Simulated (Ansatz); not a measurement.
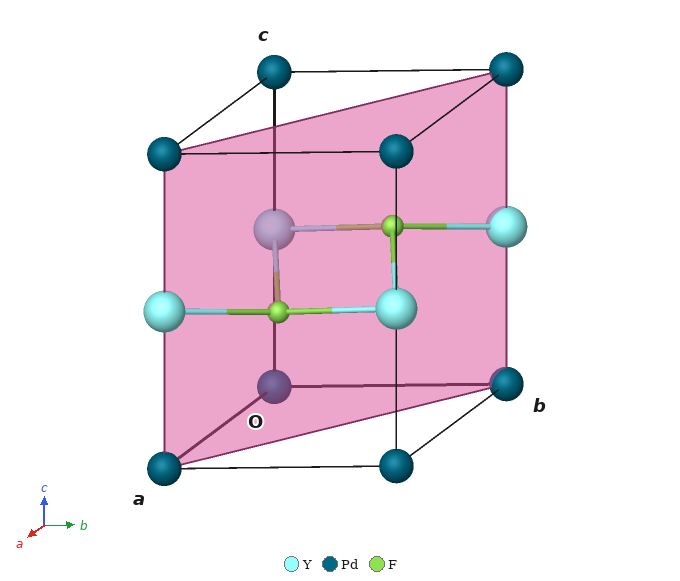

Crystal: YPdF2, the geometry relaxed with DFT PBE, scalar-relativistic, plane waves, PAW in Ansatz; the starting structure was generated, so it need not be a known form of this composition. Every member of one family of equally spaced planes, hx + ky + lz = a whole number, that cuts the unit cell is shaded (one member passes through the origin O, touching the cell only at an edge or corner). Symmetry computed with spglib at a tolerance of 0.002 Å; standard conventional cell.

a = 3.860 Å, b = 3.860 Å, c = 5.712 Å, α = 90.00°, β = 90.00°, γ = 120.00°.

Index the planes.

Answer. (1 1 0), in four indices (1 1 −2 0); the opposite sign names the same planes. The member next to the origin meets the axes a at 1, b at 1, c never.

What is the spacing?

Answer. d = 1.930 Å.

Which atoms of the cell lie in these planes (within 0.03 Å)?

Answer. The Y atom, the Pd atom, all 2 F.

The space group is P-3m1 (No. 164). How many reflections hkl are equivalent to this one (itself included), and does it occur?

Answer. 6 reflections are equivalent in the Laue class -3m. The space group allows the reflection.
